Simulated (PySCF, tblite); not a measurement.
**C₆H₁₅B: geometry, infrared bands and NMR shifts**

Wanted: the infrared bands and NMR shifts of C₆H₁₅B (`CB(C)C(C)(C)C`), by calculation.

Computed with tblite 0.8.0 and PySCF 2.14.0, with density-fitted response routines of our own, on a single molecule in the gas phase. Atoms count from 0, in the outputs and in this text.

## (1) The molecule as given

22 atoms, charge 0, multiplicity 1; geometry from: force field or distance geometry start.

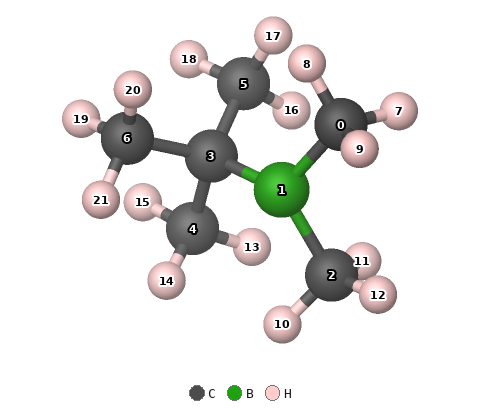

The starting geometry (carbon dark grey, boron green, hydrogen pink), atoms numbered; sticks join atoms by distance.

## (2) Geometry optimisation with GFN2-xTB

What the job is given:

```
{"job": {"kind": "relax", "xc": "GFN2-xTB", "basis": "xTB"}, "charge": 0, "multiplicity": 1}
C      1.473400     1.716200     0.133700
B      0.877600     0.258500     0.387900
C      1.930000    -0.914700     0.036900
C     -0.649300    -0.060100     0.071300
C     -0.766000    -1.575800    -0.147700
C     -1.095800     0.567200    -1.214000
C     -1.553300     0.235800     1.238500
H      1.868700     1.788700    -0.886200
H      0.694600     2.499500     0.280800
H      2.277700     1.967500     0.843500
H      1.573500    -1.841900     0.548800
H      1.815900    -1.136300    -1.056200
H      2.951200    -0.627200     0.297100
H     -0.114000    -1.897500    -1.001400
H     -0.477600    -2.035000     0.802800
H     -1.846500    -1.746400    -0.353400
H     -0.590600     0.016300    -2.042400
H     -0.809500     1.622400    -1.236400
H     -2.189100     0.401900    -1.297800
H     -2.584900    -0.068600     0.954100
H     -1.509100     1.301500     1.554200
H     -1.287200    -0.452700     2.085000
```

Started as:

```console
$ OMP_NUM_THREADS=1 python probes_run.py task.json out
```

This one command runs all jobs of the session in turn.

Standard output:

```text
step      E/eV     max force
  0    -590.03142    2.505
  1    -590.32025    1.672
  2    -590.50461    0.712
  3    -590.56856    0.590
  4    -590.62063    0.465
  5    -590.65171    0.450
  6    -590.69169    0.508
  7    -590.72066    0.437
  8    -590.74092    0.265
  9    -590.75496    0.249
 10    -590.76798    0.284
 11    -590.78098    0.397
 12    -590.79542    0.385
 13    -590.81180    0.269
 14    -590.82946    0.356
 15    -590.84502    0.264
 16    -590.85552    0.239
 17    -590.86212    0.209
 18    -590.86732    0.216
 19    -590.87268    0.208
 20    -590.87803    0.168
 21    -590.88244    0.152
 22    -590.88571    0.111
 23    -590.88854    0.117
 24    -590.89147    0.144
 25    -590.89421    0.125
 26    -590.89633    0.104
 27    -590.89804    0.085
 28    -590.89982    0.110
 29    -590.90182    0.112
 30    -590.90362    0.106
 31    -590.90474    0.066
 32    -590.90533    0.044
 33    -590.90577    0.042
 34    -590.90625    0.058
 35    -590.90676    0.063
 36    -590.90734    0.055
 37    -590.90798    0.066
 38    -590.90863    0.066
 39    -590.90913    0.049
 40    -590.90943    0.045
 41    -590.90967    0.039
 42    -590.90995    0.039
 43    -590.91023    0.038
 44    -590.91041    0.027
 45    -590.91050    0.016
 46    -590.91055    0.017
 47    -590.91062    0.019
 48    -590.91070    0.020
 49    -590.91079    0.021
 50    -590.91086    0.020
 51    -590.91096    0.020
 52    -590.91113    0.034
 53    -590.91135    0.038
 54    -590.91156    0.027
 55    -590.91170    0.026
 56    -590.91180    0.025
 57    -590.91193    0.026
 58    -590.91211    0.031
 59    -590.91229    0.026
 60    -590.91240    0.022
 61    -590.91247    0.017
 62    -590.91255    0.020
 63    -590.91266    0.022
 64    -590.91278    0.025
 65    -590.91290    0.026
 66    -590.91300    0.022
 67    -590.91312    0.024
 68    -590.91323    0.020
 69    -590.91331    0.023
 70    -590.91337    0.024
 71    -590.91345    0.022
 72    -590.91357    0.030
 73    -590.91375    0.029
 74    -590.91392    0.027
 75    -590.91401    0.018
 76    -590.91408    0.019
 77    -590.91415    0.022
 78    -590.91422    0.018
 79    -590.91430    0.024
 80    -590.91438    0.025
 81    -590.91450    0.026
 82    -590.91465    0.034
 83    -590.91487    0.036
 84    -590.91505    0.032
 85    -590.91515    0.019
 86    -590.91522    0.019
 87    -590.91528    0.016
 88    -590.91536    0.024
 89    -590.91544    0.022
 90    -590.91552    0.028
 91    -590.91559    0.018
 92    -590.91568    0.014
 93    -590.91572    0.013
 94    -590.91583    0.020
 95    -590.91591    0.022
 96    -590.91598    0.019
 97    -590.91601    0.012
 98    -590.91603    0.011
 99    -590.91606    0.009
```

It took 0.65 s on 1 thread of Arm Neoverse V1, shared host; peak memory 0.18 GiB.

Along the way: (not every step is listed)

```tsv
step	energy from step 0 (eV)	largest force (eV/Å)
0	0.0000	2.5053
1	-0.2888	1.6723
2	-0.4732	0.7124
3	-0.5371	0.5895
4	-0.5892	0.4647
5	-0.6203	0.4503
6	-0.6603	0.5079
7	-0.6892	0.4374
8	-0.7095	0.2646
16	-0.8241	0.2395
24	-0.8601	0.1441
32	-0.8739	0.0442
40	-0.8780	0.0455
48	-0.8793	0.0201
56	-0.8804	0.0249
64	-0.8814	0.0246
72	-0.8822	0.0302
80	-0.8830	0.0247
88	-0.8839	0.0236
94	-0.8844	0.0204
95	-0.8845	0.0225
96	-0.8846	0.0190
97	-0.8846	0.0121
98	-0.8846	0.0112
99	-0.8846	0.0087
```

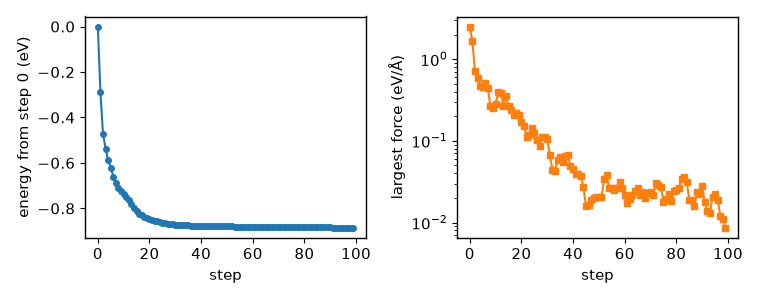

Energy and largest force along the relaxation.

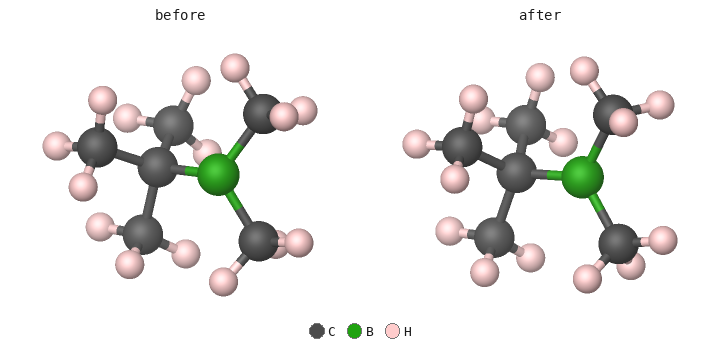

The geometry before (left) and after (right).

Distances of close pairs at the start and the end, largest changes first:

```tsv
bond	before (Å)	after (Å)	change (Å)
C3–C5	1.498	1.539	+0.041
B1–C2	1.615	1.576	-0.038
C6–H21	1.123	1.088	-0.035
C4–H13	1.121	1.087	-0.034
C3–C6	1.506	1.540	+0.034
C2–H11	1.121	1.089	-0.032
C2–H10	1.118	1.089	-0.028
C5–H16	1.116	1.088	-0.028
```

The end geometry stands in the next job.

## (3) Vibrational analysis with GFN2-xTB

What the job is given:

```
{"job": {"kind": "ir", "xc": "GFN2-xTB", "basis": "xTB"}, "charge": 0, "multiplicity": 1}
C      1.383545     1.708137     0.242397
B      0.926598     0.206691     0.089042
C      2.034399    -0.914509     0.070141
C     -0.627618    -0.163427    -0.057609
C     -0.900182    -1.664032    -0.225842
C     -1.215235     0.562500    -1.280917
C     -1.386221     0.310526     1.195398
H      1.974245     1.996791    -0.627752
H      0.579935     2.433013     0.342911
H      2.046157     1.828367     1.098937
H      1.877302    -1.628095     0.877829
H      1.985450    -1.497967    -0.848060
H      3.048533    -0.533263     0.163339
H     -0.402365    -2.054211    -1.110218
H     -0.547933    -2.220084     0.639505
H     -1.968842    -1.847145    -0.332506
H     -0.723056     0.229317    -2.192376
H     -1.083708     1.637930    -1.197364
H     -2.280626     0.354135    -1.370830
H     -2.442621     0.057243     1.115465
H     -1.302287     1.386678     1.321384
H     -0.985880    -0.169208     2.086279
```

Standard output:

```text
mode    cm-1     km/mol
  1     -23.7      0.06
  2      74.9      0.61
  3      88.4      4.42
  4     163.5      0.04
  5     210.1      0.03
  6     221.2      0.25
  7     240.5      0.01
  8     269.9      0.01
  9     276.4      0.02
 10     321.1      0.00
 11     360.7      0.19
 12     409.0      0.27
 13     424.9      0.83
 14     429.1      3.26
 15     627.9      0.75
 16     710.8      0.10
 17     829.8      1.26
 18     863.9      6.36
 19     868.2    140.90
 20     898.3      5.45
 21     961.4      0.00
 22     965.5      2.57
 23     967.5      1.35
 24    1021.5      8.22
 25    1032.4      6.76
 26    1104.2    169.92
 27    1144.2    153.54
 28    1201.8      1.26
 29    1220.0      2.54
 30    1264.5     14.84
 31    1382.4     40.85
 32    1388.1     17.87
 33    1402.0      0.61
 34    1406.3      3.37
 35    1428.3      0.09
 36    1485.2      0.76
 37    1487.7      0.87
 38    1489.0      2.35
 39    1495.3      1.08
 40    1499.8      0.15
 41    1501.6      0.48
 42    1504.5      0.50
 43    1511.6      3.02
 44    1517.2      3.18
 45    1520.7      4.03
 46    2994.9     16.61
 47    3003.1      0.06
 48    3003.2      0.12
 49    3006.7     26.04
 50    3009.8    121.27
 51    3013.5     56.64
 52    3020.8     16.55
 53    3022.6     18.65
 54    3026.1     11.98
 55    3033.9    103.20
 56    3035.9     23.34
 57    3037.4     39.33
 58    3039.4     35.33
 59    3040.8     14.01
 60    3046.2    101.11
```

It took 0.74 s on 1 thread of Arm Neoverse V1, shared host; peak memory 0.18 GiB.

Which atoms move in the most intense modes:

```tsv
cm⁻¹	km/mol	atoms
868	140.9	B1 29 %, H9 14 %, H10 13 %
1104	169.9	B1 47 %
1144	153.5	B1 62 %
1382	40.9	H10 17 %, H11 17 %, H7 14 %, H9 13 %
3010	121.3	H15 28 %, H18 27 %, H19 25 %
3014	56.6	H9 64 %, H7 16 %
3034	103.2	H13 42 %, H14 34 %
3046	101.1	H17 47 %, H20 32 %, H8 13 %
```

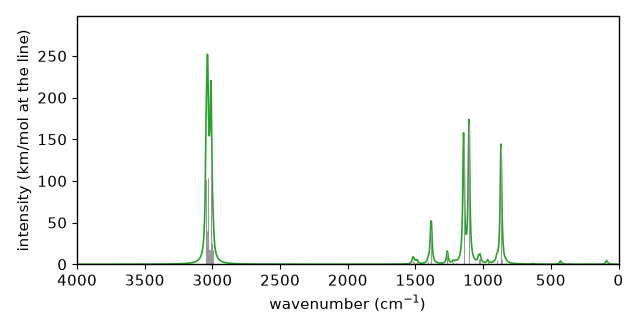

The infrared spectrum from these modes, unscaled. Lines are broadened to a width of 14 cm⁻¹ (Lorentzian).

## (4) Shielding tensors: PBE0/pcSseg-1

Settings changed since step 3:

```diff
@@ -1,2 +1,2 @@
-{"job": {"kind": "ir", "xc": "GFN2-xTB", "basis": "xTB"}, "charge": 0, "multiplicity": 1}
+{"job": {"kind": "nmr", "xc": "PBE0", "basis": "pcSseg-1"}, "charge": 0, "multiplicity": 1}
 C      1.383545     1.708137     0.242397
```

With the program's defaults for keys left out, this is: GIAO PBE0/pcSseg-1 NMR shielding, non-relativistic, gas phase.

Standard output:

```text
coarse grid: 16904 points
cycle   1  E = -262.0336582468  dE =  3.823e-01  |g| = 5.679e-01  |ddm| = 3.837e+00
cycle   2  E = -262.0146874918  dE =  1.897e-02  |g| = 6.334e-01  |ddm| = 1.107e+00
cycle   3  E = -262.1215340615  dE = -1.068e-01  |g| = 3.986e-02  |ddm| = 6.295e-01
cycle   4  E = -262.1217775023  dE = -2.434e-04  |g| = 2.431e-02  |ddm| = 6.205e-02
cycle   5  E = -262.1219209067  dE = -1.434e-04  |g| = 2.446e-03  |ddm| = 2.348e-02
cycle   6  E = -262.1219222686  dE = -1.362e-06  |g| = 3.482e-04  |ddm| = 2.474e-03
final grid: 159040 points
cycle   7  E = -262.1638260395  dE = -8.254e-05  |g| = 1.094e-02  |ddm| = 4.723e-02
cycle   8  E = -262.1638175742  dE =  8.465e-06  |g| = 1.237e-02  |ddm| = 2.053e-02
cycle   9  E = -262.1638571512  dE = -3.958e-05  |g| = 6.966e-04  |ddm| = 1.125e-02
cycle  10  E = -262.1638572462  dE = -9.503e-08  |g| = 3.039e-04  |ddm| = 1.006e-03
cycle  11  E = -262.1638572685  dE = -2.230e-08  |g| = 3.339e-05  |ddm| = 2.743e-04
cycle  12  E = -262.1638572688  dE = -2.539e-10  |g| = 3.557e-06  |ddm| = 3.724e-05
converged SCF energy = -262.1638572688

GIAO shielding tensors (ppm)
atom      isotropic    diamagn.    paramagn.     s11        s22        s33       span
  0 C      173.178     253.890     -80.711    151.648    181.470    186.418     34.770
  1 B        8.739     188.440    -179.701    -44.898    -43.770    114.887    159.785
  2 C      174.415     253.809     -79.394    157.746    181.573    183.925     26.179
  3 C      156.004     245.950     -89.946    140.428    159.006    168.578     28.150
  4 C      156.918     248.913     -91.995    140.446    147.877    182.431     41.984
  5 C      159.915     249.204     -89.290    141.064    152.306    186.373     45.308
  6 C      159.880     249.204     -89.324    140.479    152.871    186.289     45.810
  7 H       31.022      30.657       0.364     27.425     29.037     36.603      9.178
  8 H       30.515      33.284      -2.769     26.139     31.391     34.017      7.879
  9 H       30.848      30.699       0.149     27.086     29.078     36.380      9.294
 10 H       30.910      31.841      -0.931     26.157     30.833     35.739      9.581
 11 H       30.900      31.924      -1.024     26.086     30.925     35.689      9.603
 12 H       30.786      30.953      -0.167     26.636     29.740     35.982      9.346
 13 H       30.508      32.615      -2.107     26.580     28.714     36.229      9.649
 14 H       30.515      32.604      -2.089     26.700     28.635     36.211      9.511
 15 H       31.076      32.101      -1.025     27.353     29.426     36.448      9.095
 16 H       31.018      32.177      -1.160     27.055     28.401     37.597     10.542
 17 H       30.479      32.644      -2.165     25.768     29.544     36.123     10.354
 18 H       30.971      32.062      -1.091     27.635     28.783     36.494      8.859
 19 H       30.976      32.056      -1.080     27.562     28.883     36.484      8.923
 20 H       30.480      32.556      -2.076     25.834     29.386     36.219     10.384
 21 H       30.999      32.135      -1.136     27.000     28.426     37.572     10.573
```

Wall time 33 s (1 thread of Arm Neoverse V1, shared host); peak memory 0.87 GiB.

Shifts follow as δ = σ(reference) − σ, with reference shieldings (ppm) from runs at the same level and on the same kind of geometry: 1H TMS 31.72, 13C TMS 186.9, 11B BF3·OEt2 100.1. The references are single molecules in the gas phase. Atoms listed in one row are averaged.

```tsv
atoms	environment	σ (ppm)	δ (ppm)	δ scaled to CDCl3
C3	fully substituted sp3 carbon bonded to B	156.0	30.9	28.3
C4, C5, C6	methyl carbon	158.9	28.0	25.4
C0, C2	methyl carbon bonded to B	173.8	13.1	10.9
H13, H14, H15, H16, H17 and 4 more	hydrogen on a methyl carbon	30.78	0.94	0.99
H7, H8, H9, H10, H11, H12	hydrogen on a methyl carbon bonded to B	30.83	0.89	0.94
B1	boron bonded to 3 C	8.7	91.3	–
```

The scaled column applies a straight-line fit of computed shieldings to shifts measured in CDCl3 (root-mean-square error 0.16 ppm for H, 1.9 ppm for C).

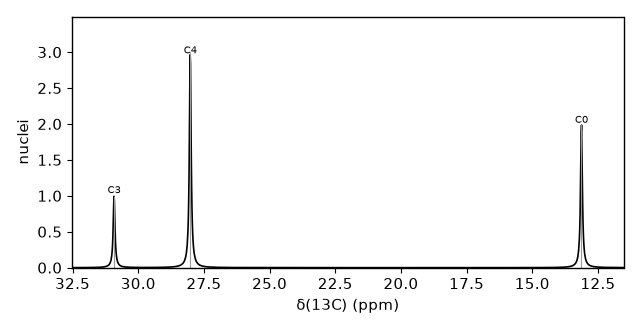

13C lines at the computed shifts, without couplings. Lines are broadened to a width of 0.08 ppm (Lorentzian).

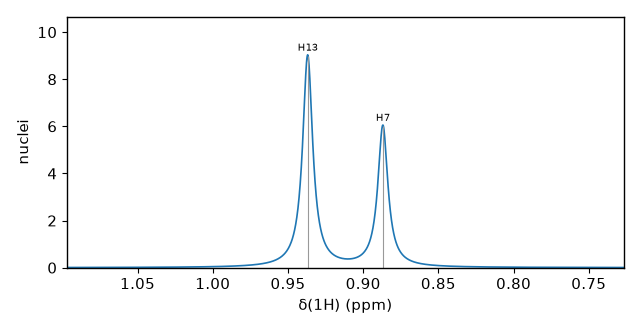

1H lines at the computed shifts, without couplings. Lines are broadened to a width of 0.01 ppm (Lorentzian).

The run also stored atomic charges by several schemes (e):

```tsv
atoms	Mulliken	IAO	Hirshfeld	ESP fit
C0, C2	-0.51	-0.57	-0.20	-0.74
B1	0.53	0.35	0.22	0.61
C3	-0.70	-0.08	-0.04	0.52
C4, C5, C6	-0.18	-0.40	-0.12	-0.55
```

IAO charges:

C0 -0.57; B1 0.35; C2 -0.57; C3 -0.08; C4 -0.41; C5 -0.40; C6 -0.40; H7 0.16; H8 0.14; H9 0.16; H10 0.16; H11 0.16; H12 0.14; H13 0.13; H14 0.13; H15 0.13; H16 0.13; H17 0.13; H18 0.13; H19 0.13; H20 0.13; H21 0.13

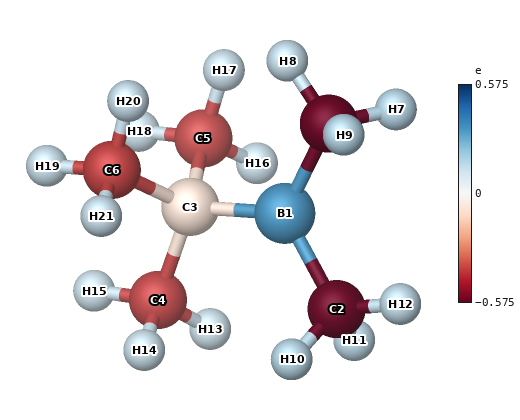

IAO charges, as colours on the atoms.

Mayer bond orders: C0–B1 1.08, B1–C2 1.06, B1–C3 0.86, C3–C4 1.04, C3–C5 1.02, C3–C6 1.02.

## (5) Outcome

```
                                                               quantity                  value
                              strongest single infrared mode (GFN2-xTB)  1104 cm⁻¹, 170 km/mol
                                           zero-point energy (GFN2-xTB)         123.7 kcal/mol
13C shifts against TMS (PBE0/pcSseg-1, means over atoms taken as alike)   30.9, 28.0, 13.1 ppm
 1H shifts against TMS (PBE0/pcSseg-1, means over atoms taken as alike)         0.94, 0.89 ppm
                            11B shifts against BF3·OEt2 (PBE0/pcSseg-1)               91.3 ppm
```

In words: Over 99 steps the energy fell by 0.885 eV; of the close pairs, C3–C5 changed most, 1.498 to 1.539 Å. The lowest mode is imaginary (24i cm⁻¹), so the xTB geometry is not a minimum. The strongest single mode, at 1104 cm⁻¹, is spread over many atoms; the largest shares are those of B1. GFN2-xTB is a fitted tight-binding method: band positions and strengths are rough. Its intensities can rank the bands wrongly. At PBE0/pcSseg-1: The largest span, 160 ppm, is at B1, where the paramagnetic term is -180 ppm.
